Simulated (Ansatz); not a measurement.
## Electronic structure of AlH₄P···H₂ in real space

```xyz
8

Al    0.0432   -0.6146   -0.2954
H     0.0768    0.2980    2.3064
H     1.3822    0.2076   -0.5493
H    -1.3700   -0.0180   -0.7175
P     0.0286   -2.6405    0.7827
H    -0.5713   -3.3736   -0.2830
H     1.3708   -3.0357    0.4810
H    -0.0126   -0.4010    2.1611
```

Not at a stationary point (largest force 1.8 eV/Å).

Computed with Ansatz 0.2.0, RKS r2SCAN-D4/def2-SVP.

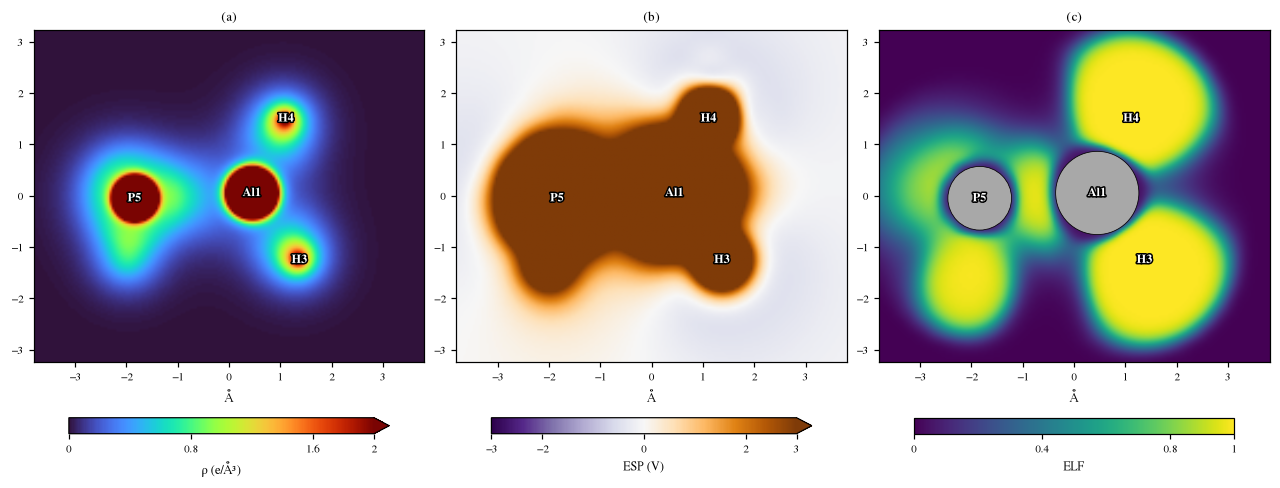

Figure 1. (a) electron density; (b) molecular electrostatic potential; (c) ELF on the plane of atoms H3, Al1 and H4. Grey discs cover the atomic cores in the ELF map.

What does the map show?

- Atoms in the plane: Al, H and P.
- Al–P (2.30 Å): ρ is about 0.61 e/Å³ halfway; the ELF peaks at about 0.95 between the atoms, as expected for a shared electron pair.
- Al–H (1.59 Å): ρ is about 0.53 e/Å³ halfway; the ELF climbs to about 1 towards the hydrogen.
- Outside the dense part of the complex the potential is most negative (−0.5 V) near H4.

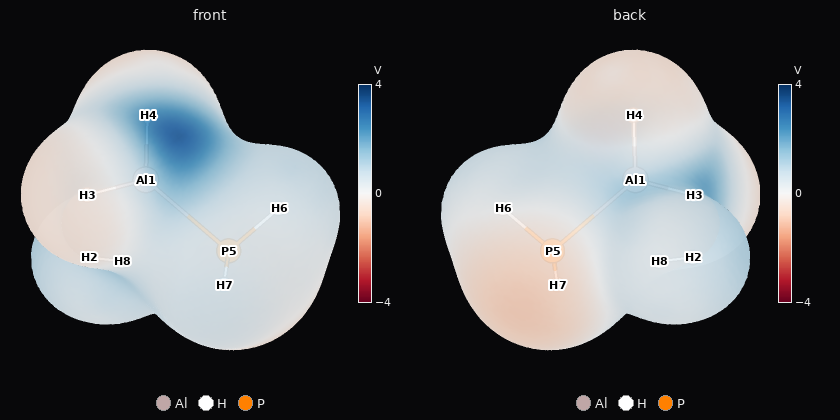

Figure 2. The molecular electrostatic potential painted on the density surface at 0.002 e/bohr³, seen from the front and from behind; red is negative and blue positive.

Describe the electrostatic potential map.

The most negative region (about −0.9 V) lies over P5, the most positive (about +3.1 V) over Al1.

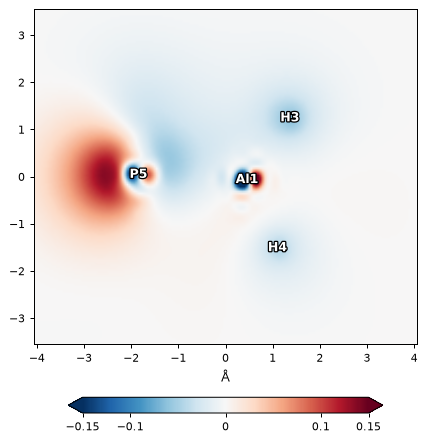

Figure 3. The LUMO on the plane of atoms H3, Al1 and P5 (values in Å⁻³ᐟ²; the overall sign is arbitrary).

What is the character of this orbital?

By Hirshfeld shares it lies mainly on Al1 (about 70 %) and P5 (about 10 %). Its energy is −1.79 eV.

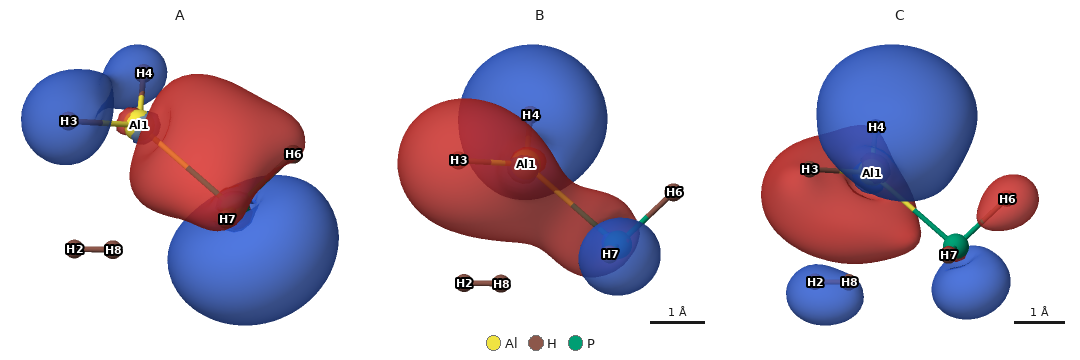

Figure 4. Three frontier orbitals at ±0.08 Å⁻³ᐟ² (blue and red are the two phases), in no order.

Order the three orbitals by energy and name them.

B is the HOMO−1 (−7.56 eV). By Hirshfeld shares it lies mainly on H4 (about 35 %), Al1 (about 35 %), H3 (about 20 %) and P5 (about 5 %). A is the HOMO (−6.32 eV). By Hirshfeld shares it lies mainly on P5 (about 70 %) and Al1 (about 15 %); largely a lone pair of P5. C is the LUMO (−1.79 eV). It lies mainly on Al1 (about 70 %) and P5 (about 10 %).

What is the HOMO–LUMO gap?

4.53 eV between the orbital energies.
